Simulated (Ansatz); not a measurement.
Input file:

```
crystal:
  periodic: [false, false, false]
  atoms:
    - {symbol: O, position_ang: [-0.153783, -0.346098, -1.523822]}
    - {symbol: H, position_ang: [0.348849, 0.433112, -1.783972]}
    - {symbol: Cl, position_ang: [-0.141253, -0.114283, 1.631134]}
    - {symbol: H, position_ang: [-0.128410, -0.005885, 2.941613]}
basis:
  gaussian: {orbitals: "def2-TZVPPD.json"}
total_charge: -1
hamiltonian: {xc: pbe0, dispersion: d4}
output: {orbitals: {seedname: orbitals}}
```

Launched as:

```sh
ansatz run in.yaml --threads 2 --pin off --events-out ev --progress --plain --max-ram 5222MiB
```

Geometry: rigid move from PBE0-D4/def2-TZVP; the highest occupied orbital lies above zero, a sign that basis and functional describe the outermost electron poorly.

The calculation used Ansatz 0.2.0, RKS PBE0-D4/def2-TZVPPD.

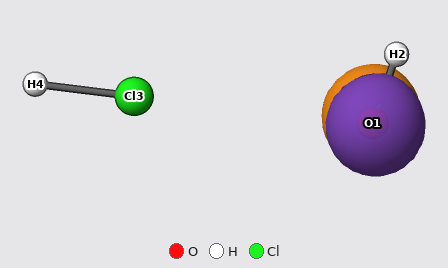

OH···HCl (SMILES [OH-].Cl) (charge −1). The HOMO at ±0.3 Å⁻³ᐟ² (orange and purple are the two phases), seen across its widest extent.

> Describe this orbital and give its energy.

Its weight (Hirshfeld) is mainly on O1 (about 90 %) and H2 (about 10 %); it changes sign across the molecular plane (π type). Its energy is 0.40 eV.
